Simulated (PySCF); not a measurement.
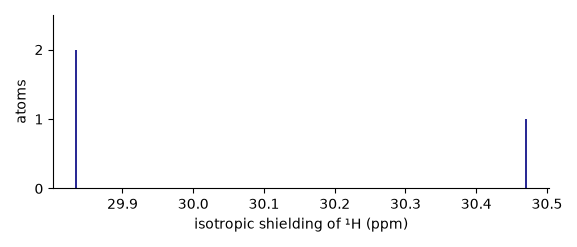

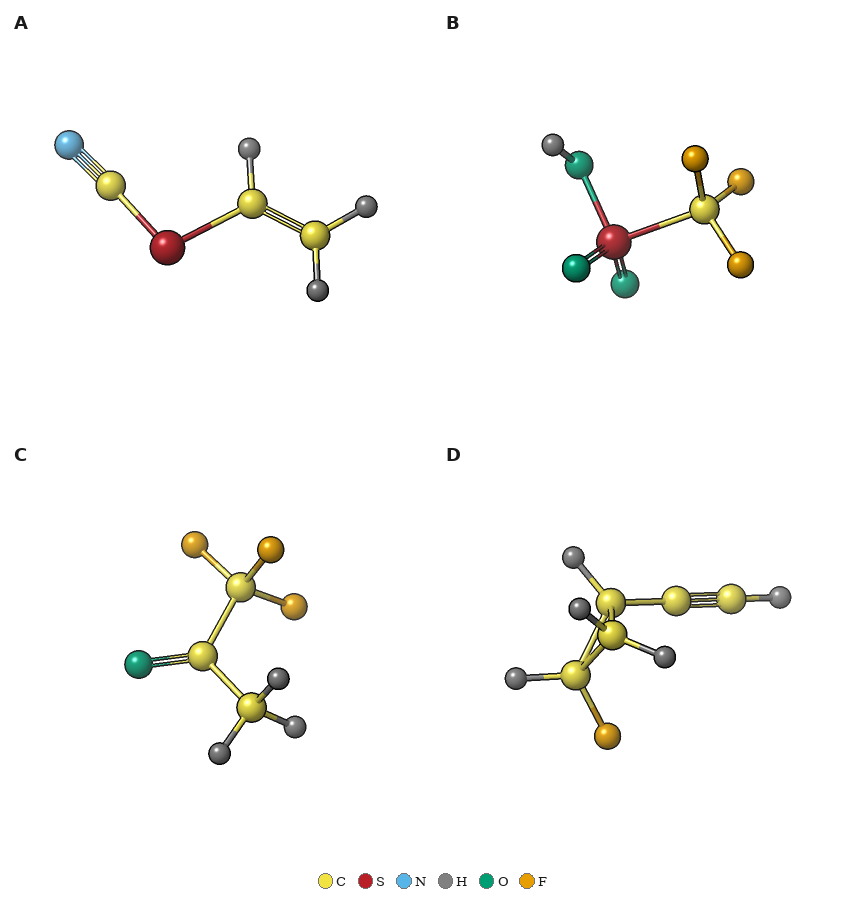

The sticks are computed shieldings of one of the molecules, for one fixed geometry (PBE0-D3(BJ)/def2-SVP) without averaging over rotations. Low shielding means a high chemical shift. Method: GIAO PBE0/6-31G NMR shielding, non-relativistic, gas phase (PySCF 2.14.0).

Which molecule gives this pattern?

C, `CC(=O)C(F)(F)F`. Its 3 H atoms give lines at 29.83 (2 atoms), 30.47 ppm.
